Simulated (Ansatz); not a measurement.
SiC (zinc blende)

```cif
data_CSi
_chemical_formula_sum 'C1 Si1'
_space_group_name_H-M_alt 'P 1'
_space_group_IT_number 1
_cell_length_a 3.09695
_cell_length_b 3.09695
_cell_length_c 3.09695
_cell_angle_alpha 60.000
_cell_angle_beta 60.000
_cell_angle_gamma 60.000
loop_
_space_group_symop_operation_xyz
  'x, y, z'
loop_
_atom_site_label
_atom_site_type_symbol
_atom_site_fract_x
_atom_site_fract_y
_atom_site_fract_z
_atom_site_occupancy
C1 C 0.75000 0.75000 0.75000 1
Si1 Si 0.00000 0.00000 0.00000 1
```

Equation-of-state scan: isotropic scaling of the cell above, V₀ being its volume. Symmetry pins the atoms to their sites.

The numbers are results of PBE (plane waves to 420 eV, PAW, scalar-relativistic; Ansatz, a program for electronic structure), not measurements. k mesh 13×13×13 (Γ-centred), Fermi-Dirac smearing 0.05 eV. Energies are smeared free energies. SiC was relaxed with its symmetry unable to fall. The zero of ΔE is the relaxed starting cell.

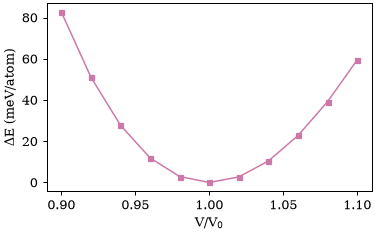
Fig. 1. ΔE (meV/atom) against V/V₀; one marker a computed point.

Task: What is ΔE at V/V₀ = 0.900?

Result: About 83 meV/atom.

Task: What is ΔE at V/V₀ = 1.100?

Result: About 59 meV/atom.

Task: What bulk modulus B₀ follows from a third-order Birch-Murnaghan fit?

Result: About 210 GPa.

(Under strain, the slope of the energy per volume gives the stress and its curvature an elastic modulus.)
